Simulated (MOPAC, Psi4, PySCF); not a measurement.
Two rigid molecules brought together: F4Si ··· Li+ (SMILES F[Si](F)(F)F and [Li+]) (charge +1). Monomers: optimised at B3LYP-D3(BJ) (def2-TZVP), held rigid. Orientation: lowest of the rigid-body minima from ten starts at GFN2-xTB (searched outside a hard wall at short contacts). Only R, the distance of the centres of mass, is varied, so the lowest point isn't the relaxed dimer. The shortest distances reach bonding range, where SAPT0 and rigid monomers are unreliable.

Geometry at R = 3.35 Å (first 5 atoms: monomer A):
```
6

F     -0.9026    -0.9023    -0.9089
Si     0.0002     0.0002     0.0001
F      0.4261    -0.8045     1.2759
F      1.2789     0.4308    -0.7973
F     -0.8025     1.2759     0.4301
Li    -1.9250    -1.9325    -1.9437
```

Levels: PBE/def2-TZVP, counterpoise-corrected (Psi4); RKS-BP86/6-31G* = restricted BP86/6-31G*, spherical d, no counterpoise correction (PySCF); PM3, restricted, heats of formation (MOPAC); PM6, restricted, heats of formation (MOPAC); RKS-B3LYP/6-311+G** = restricted B3LYP/6-311+G**, spherical d, no counterpoise correction run with PySCF.

Interaction energies in kcal/mol (negative: bound); R is the distance of the centres of mass, d the F1···Li6 distance.

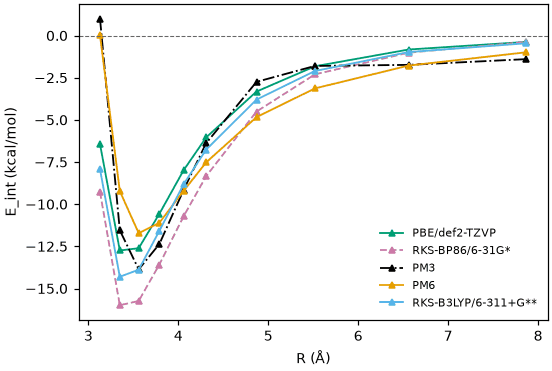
*Interaction energy against separation.*

```json
[
 {"R / Å": "3.13", "d / Å": "1.56", "PBE/def2-TZVP": "-6.44", "RKS-BP86/6-31G*": "-9.27", "PM3": "1.00", "PM6": "0.03", "RKS-B3LYP/6-311+G**": "-7.93"},
 {"R / Å": "3.35", "d / Å": "1.78", "PBE/def2-TZVP": "-12.74", "RKS-BP86/6-31G*": "-15.99", "PM3": "-11.54", "PM6": "-9.22", "RKS-B3LYP/6-311+G**": "-14.30"},
 {"R / Å": "3.56", "d / Å": "1.99", "PBE/def2-TZVP": "-12.61", "RKS-BP86/6-31G*": "-15.74", "PM3": "-13.86", "PM6": "-11.72", "RKS-B3LYP/6-311+G**": "-13.88"},
 {"R / Å": "3.79", "d / Å": "2.22", "PBE/def2-TZVP": "-10.56", "RKS-BP86/6-31G*": "-13.57", "PM3": "-12.36", "PM6": "-11.10", "RKS-B3LYP/6-311+G**": "-11.58"},
 {"R / Å": "4.06", "d / Å": "2.49", "PBE/def2-TZVP": "-7.98", "RKS-BP86/6-31G*": "-10.71", "PM3": "-9.14", "PM6": "-9.20", "RKS-B3LYP/6-311+G**": "-8.81"},
 {"R / Å": "4.31", "d / Å": "2.74", "PBE/def2-TZVP": "-6.04", "RKS-BP86/6-31G*": "-8.34", "PM3": "-6.38", "PM6": "-7.52", "RKS-B3LYP/6-311+G**": "-6.76"},
 {"R / Å": "4.87", "d / Å": "3.30", "PBE/def2-TZVP": "-3.32", "RKS-BP86/6-31G*": "-4.50", "PM3": "-2.74", "PM6": "-4.83", "RKS-B3LYP/6-311+G**": "-3.79"},
 {"R / Å": "5.52", "d / Å": "3.95", "PBE/def2-TZVP": "-1.82", "RKS-BP86/6-31G*": "-2.30", "PM3": "-1.80", "PM6": "-3.13", "RKS-B3LYP/6-311+G**": "-2.10"},
 {"R / Å": "6.56", "d / Å": "4.99", "PBE/def2-TZVP": "-0.83", "RKS-BP86/6-31G*": "-1.01", "PM3": "-1.73", "PM6": "-1.78", "RKS-B3LYP/6-311+G**": "-0.98"},
 {"R / Å": "7.87", "d / Å": "6.30", "PBE/def2-TZVP": "-0.37", "RKS-BP86/6-31G*": "-0.38", "PM3": "-1.39", "PM6": "-0.99", "RKS-B3LYP/6-311+G**": "-0.45"}
]
```

Lowest grid point: PBE/def2-TZVP -12.74 kcal/mol at R = 3.35 Å; RKS-BP86/6-31G* -15.99 kcal/mol at R = 3.35 Å; PM3 -13.86 kcal/mol at R = 3.56 Å; PM6 -11.72 kcal/mol at R = 3.56 Å; RKS-B3LYP/6-311+G** -14.30 kcal/mol at R = 3.35 Å.
